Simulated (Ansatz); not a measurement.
# GeH$_{2}$O···H$_{2}$S (SMILES S.[H]/[O+]=[Ge-]/[H]): what the fields show

```yaml
atoms:
  - { symbol: Ge, position_ang: [-0.2360, -1.4057, 0.3458] }
  - { symbol: O, position_ang: [0.3539, -0.9416, -1.3192] }
  - { symbol: S, position_ang: [-1.1114, 1.2275, 0.6335] }
  - { symbol: H, position_ang: [1.0715, -0.8054, 1.0494] }
  - { symbol: H, position_ang: [-0.1098, 1.4684, -0.2313] }
  - { symbol: H, position_ang: [-0.2464, -1.2996, -1.9825] }
  - { symbol: H, position_ang: [-0.3487, 1.5403, 1.6951] }
```

Geometry: r2SCAN-D4/def2-TZVP.

Method: isolated molecule in a Gaussian basis; Kohn-Sham density functional theory, functional PBE0 (Ansatz).

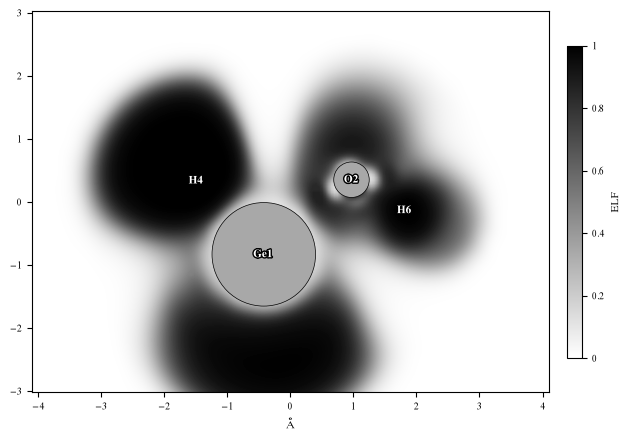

Figure 1. ELF on the plane of atoms Ge1, O2 and H6. Grey discs cover the atomic cores.

> Read the bonding off the picture.

- Atoms in the plane: Ge, O and H.
- Ge–O (1.83 Å): the ELF peaks at about 0.85 in the valence shell of O, 0.6 Å from its nucleus, and is about 0.35 at the midpoint.
- O–H (0.96 Å): the ELF climbs to about 1 towards the hydrogen, as it does in any bond to H (an ordinary covalent bond to hydrogen).
- Ge–H (1.60 Å): the ELF climbs to about 1 towards the hydrogen.
- The ELF also peaks beside O2, away from the bonds: lone-pair regions.

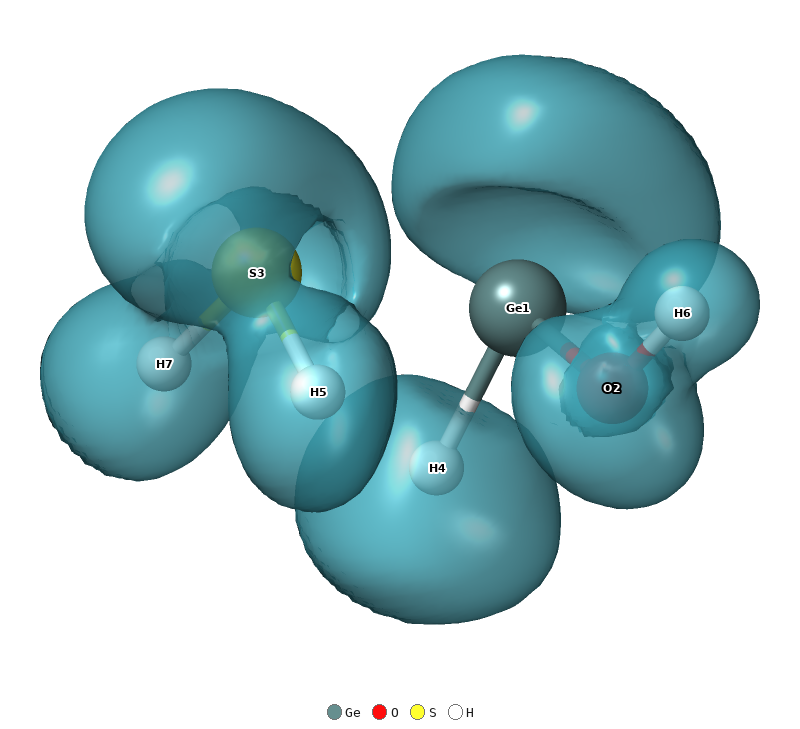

Figure 2. Isosurface of the electron localisation function at 0.75 (cyan), seen from one side. Core shells and regions of very low density are left out.

> Describe the localisation domains.

The ELF exceeds this value in one region around a hydrogen nucleus, one lobe on Ge, pointing away from the bonds (lone pairs), one joined region spread over several atoms (H, O), in which their bonds and any lone pairs are merged and one joined region spread over several atoms (H, S), in which their bonds and any lone pairs are merged.


Ge1···S3 (2.79 Å): the ELF peaks at about 0.95 in the valence shell of S, 0.9 Å from its nucleus, and is about 0.50 at the midpoint.

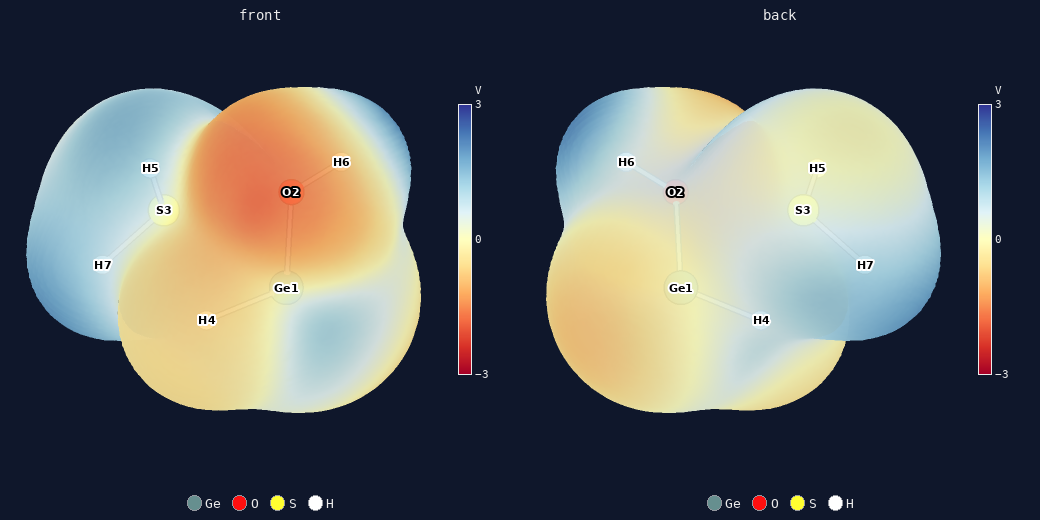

Figure 3. The electrostatic potential painted on the density surface at 0.002 e/bohr³, seen from the front and from behind; the colour scale runs from red (negative) to blue (positive).

> Describe the electrostatic potential map.

The most negative region (about −1.8 V, or −42 kcal/mol for a unit charge) lies over O2, the most positive (about +2.0 V, or +46 kcal/mol for a unit charge) over H6. O2 is the likeliest acceptor of a hydrogen bond.

> How polar is the complex by this calculation?

Its dipole moment is 1.97 D.
